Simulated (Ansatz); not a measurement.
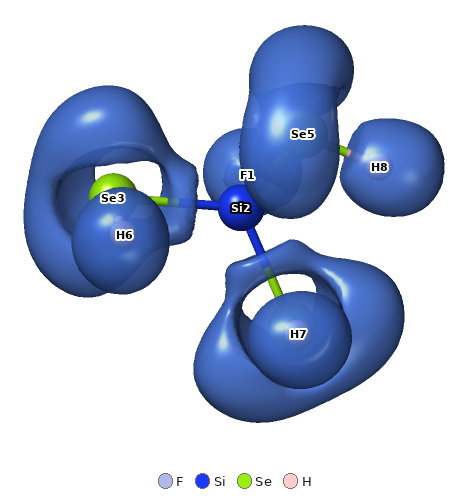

Figure. FH3Se3Si. Isosurface of the electron localisation function at 0.75 (blue), seen across its widest extent. Only the valence region is drawn (cores and ρ < 0.01 e/Å³ removed).

Geometry: PBE0-D4/def2-TZVP.

All numbers below come from RKS PBE0-D4/def2-TZVPP (Ansatz).

Input

```
crystal:
  periodic: [false, false, false]
  atoms:
    - {symbol: F, position_ang: [1.336710, -1.745420, -0.356038]}
    - {symbol: Si, position_ang: [0.467451, -0.457497, 0.006458]}
    - {symbol: Se, position_ang: [1.577597, 0.436512, 1.769074]}
    - {symbol: Se, position_ang: [0.432875, 0.717407, -1.933466]}
    - {symbol: Se, position_ang: [-1.611687, -0.966424, 0.723030]}
    - {symbol: H, position_ang: [0.658117, 1.581110, 1.814925]}
    - {symbol: H, position_ang: [-0.655558, 1.569751, -1.438856]}
    - {symbol: H, position_ang: [-2.113205, -1.192640, -0.640928]}
basis:
  gaussian: {orbitals: def2-TZVPP}
hamiltonian: {xc: pbe0, dispersion: d4}
output: {orbitals: {seedname: orbitals}}
```

Run with:

```sh
ansatz run in.yaml --threads 4 --pin off --events-out ev --progress --plain --max-ram 11315MiB
```

> Where are the electrons localised?

At this value the surface marks out three regions around hydrogen nuclei, three regions on Se in which the atom's valence shell and bonds are merged and one region wrapped around F (its lone pairs, merged into a ring or cap). Along the contacts the grid gives the following. Si–F (1.60 Å): the ELF peaks at about 0.85 in the valence shell of F, 0.6 Å from its nucleus, and is about 0.55 at the midpoint. Si–Se (2.26 Å): the ELF peaks at about 0.90 between the atoms, as expected for localised, covalent bonding.
